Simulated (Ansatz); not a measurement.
## Single-point calculation of GeAsNH₈

System: GeAsNH₈.
Method: RKS PBE0-D4/def2-TZVPP (Ansatz 0.2.0).

The geometry is a transition state. The reaction was set up to form Ge1–As7 and N2–H6 and to break Ge1–N2 and H6–As7 (atoms counted from 1 in the order of the input); sticks are drawn by distance alone. The geometry comes from this level: PBE0-D4/def2-TZVP.

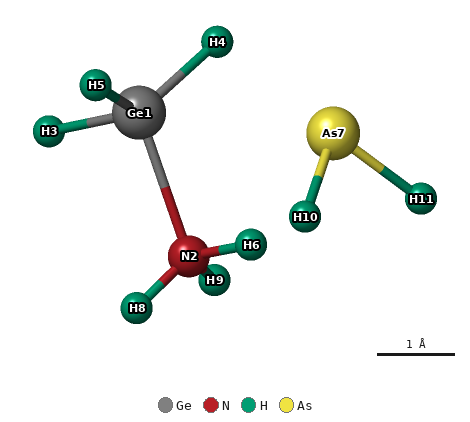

**Figure 1.** The structure (ball-and-stick view, seen at a tilt; atoms are numbered from 1 in the order of the input). Sticks mark near contacts. Bond lengths as drawn: As–H 1.53 Å, Ge–H 1.52 to 1.56 Å, Ge–N 1.98 Å and H–N 1.02 to 1.08 Å.

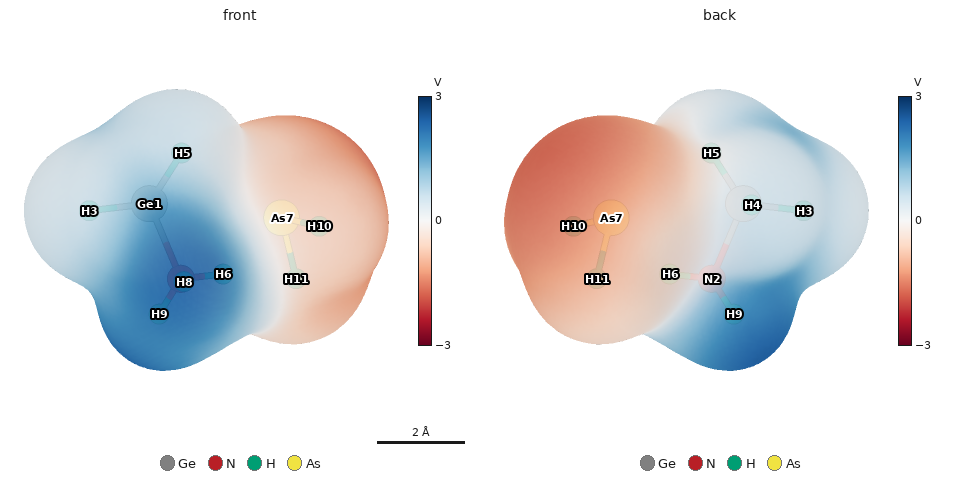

**Figure 2.** The molecular electrostatic potential painted on the density surface at 0.001 e/bohr³, seen at a tilt and from behind; the colour scale runs from red (negative) to blue (positive).

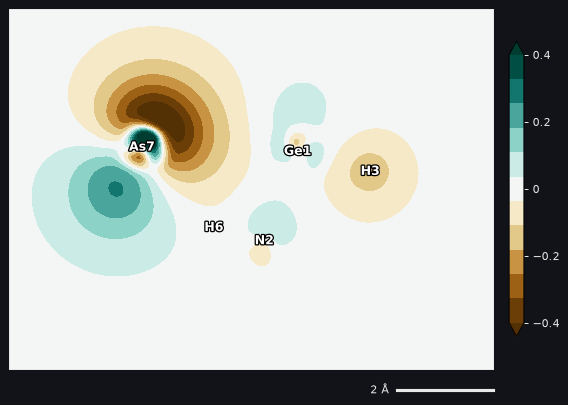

**Figure 3.** The HOMO−1 on the plane of atoms Ge1, N2 and H6 (values in Å⁻³ᐟ²; the overall sign is arbitrary). Its energy is −6.71 eV.

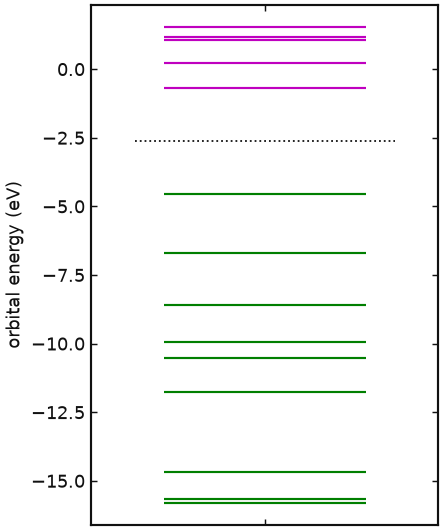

**Figure 4.** Orbital energies near the frontier; the dotted line parts filled from empty levels, and levels within 0.02 eV of each other stand side by side. Highest filled −4.55 eV, lowest empty −0.68 eV, 3.87 eV apart.

These pictures come from the run below.

### Input
```yaml
crystal:
  periodic: [false, false, false]
  atoms:
    - {symbol: Ge, position_ang: [-1.156268, -0.421688, 0.764592]}
    - {symbol: N, position_ang: [0.782616, -0.023299, 0.875076]}
    - {symbol: H, position_ang: [-1.329382, -0.705162, 2.283843]}
    - {symbol: H, position_ang: [-1.391216, -1.705694, -0.014656]}
    - {symbol: H, position_ang: [-1.943240, 0.826520, 0.397187]}
    - {symbol: H, position_ang: [0.912659, 0.190923, -0.177002]}
    - {symbol: As, position_ang: [-0.067043, 0.363920, -2.181276]}
    - {symbol: H, position_ang: [1.002872, 0.783686, 1.456958]}
    - {symbol: H, position_ang: [1.348467, -0.814749, 1.178224]}
    - {symbol: H, position_ang: [0.550948, 1.757748, -2.055906]}
    - {symbol: H, position_ang: [1.289588, -0.252306, -2.527042]}
basis:
  gaussian: {orbitals: def2-TZVPP}
hamiltonian: {xc: pbe0, dispersion: d4}
output: {orbitals: {seedname: orbitals}}
```

Command:
```bash
ansatz run in.yaml --threads 8 --pin off --events-out ev --progress --plain --max-ram 19148MiB
```

### Output
```
Functional definition: PBE0
  name "PBE0"
  cite "Adamo & Barone, J. Chem. Phys. 110, 6158 (1999) doi:10.1063/1.478522"
  cite "Perdew, Burke & Ernzerhof, Phys. Rev. Lett. 77, 3865 (1996) doi:10.1103/PhysRevLett.77.3865"
  parent pbe
  parameter a = 0.25
  parameter kappa = 0.804
  parameter beta = 0.06672455060314922
  exchange = (1 - a)*pbe_x(kappa = kappa, mu = beta*pi^2/3) + a*exact_x
  correlation = pbe_c(beta = beta)
1451 factors; their error is unknown
mean field evaluation 1: about -118957.8172 eV, gradient 5.0e1 eV
mean field evaluation 2: about -118954.2337 eV, gradient 6.4e1 eV
mean field evaluation 4: about -118962.2063 eV, gradient 2.8e0 eV
mean field evaluation 8: about -118962.2294 eV, gradient 3.5e-2 eV
mean field evaluation 16: about -118962.7482 eV, gradient 5.5e-5 eV
mean field -118962.74824489 eV, -4371.8003621527 hartree, gradient 5.5e-5 eV, S^2 0.000000; 0 other end points of the search recorded, 0 dependent functions left out
reference -118962.74827687 eV, -4371.8003633282 hartree; 40, 40 occupied and 199, 199 virtual orbitals, 1451 factors
Total energy: -118962.93674838 eV, -4371.8072895284 hartree
```

### Key numbers

```csv
quantity,value
outcome,converged
total energy,−118962.9367 eV
mean-field energy,−118962.7483 eV
dispersion energy,−0.1885 eV
SCF solution under orbital rotations,stable
HOMO,−4.55 eV
LUMO,−0.68 eV
hardware,"8 threads of Arm Neoverse V1, 23 GiB of memory available, shared host"
wall time,2.2 s (CPU time 16 s)
peak memory,0.77 GiB
```
